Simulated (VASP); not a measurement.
Band structure of Mg3Sn (space group Imm2). Calculation: PBEsol GGA, VASP's PBE PAW potentials (set 64) (plane waves; VASP).

Unless said otherwise, spin-orbit coupling is left out, though it shifts the bands of the heavy elements here.

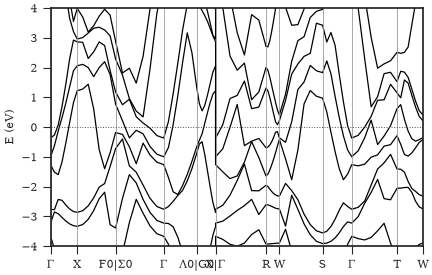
Fig. 1. Bands along high-symmetry lines, zero at the valence-band maximum or, without a gap, the Fermi level

**Question.** Read the plot: is there a gap, and where are the band edges?

**Answer.** It has no gap at this level: it comes out as a metal or semimetal. (Edges off the drawn lines would not show.)

The structure comes from a computed database's Mg3Sn entry (Imm2); how it stands against other phases isn't given here. It was relaxed first.
